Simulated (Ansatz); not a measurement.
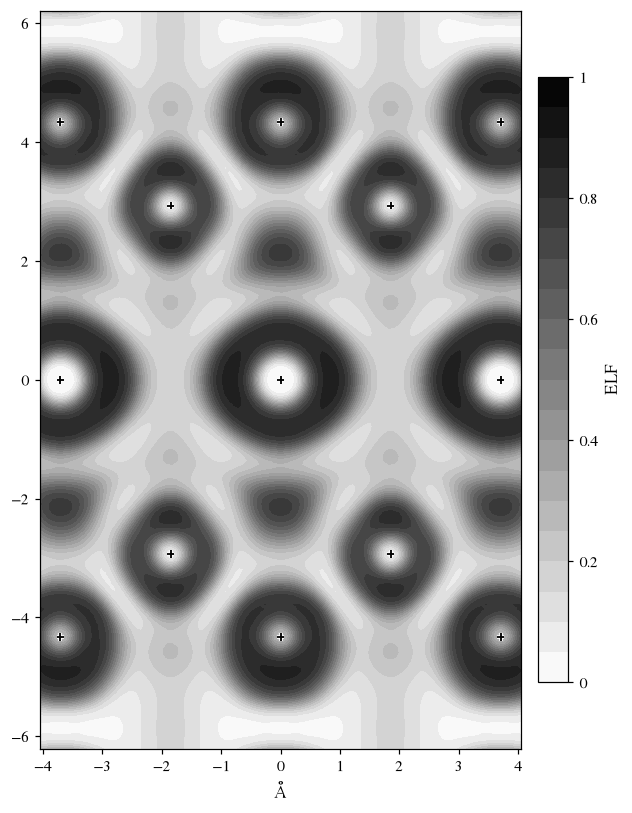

The electron localisation function on a plane through atoms (crosses mark nuclei in the plane).

Theory: DFT PBE, scalar-relativistic, plane waves, PAW in Ansatz.

Candidates:
A. LaNb2O2, a = 3.70 Å, b = 3.70 Å, c = 11.72 Å, α = 90.00°, β = 90.00°, γ = 90.00°. Space group I4/mmm; a structure generated by program, which may or may not match a known phase; computed without spin polarisation.
B. GeBr, a = 3.50 Å, b = 3.50 Å, c = 5.22 Å, α = 90.00°, β = 90.00°, γ = 120.00°. Space group P6/mmm; a structure generated by program, which may or may not match a known phase; computed without spin polarisation.
C. LuSc3F, a = 6.38 Å, b = 6.38 Å, c = 4.02 Å, α = 90.00°, β = 90.00°, γ = 120.00°. Space group P6/mmm; a structure generated by program, which may or may not match a known phase; spin-polarised.

### Which system is this?

Candidate A: LaNb2O2 on the (010) plane of the conventional cell, which holds La, Nb and O. Nb–O (2.32 Å): the ELF peaks at about 0.80 in the valence shell of O, 0.6 Å from its nucleus, and drops to about 0.10 between the two atoms (no localised pair shows between them).
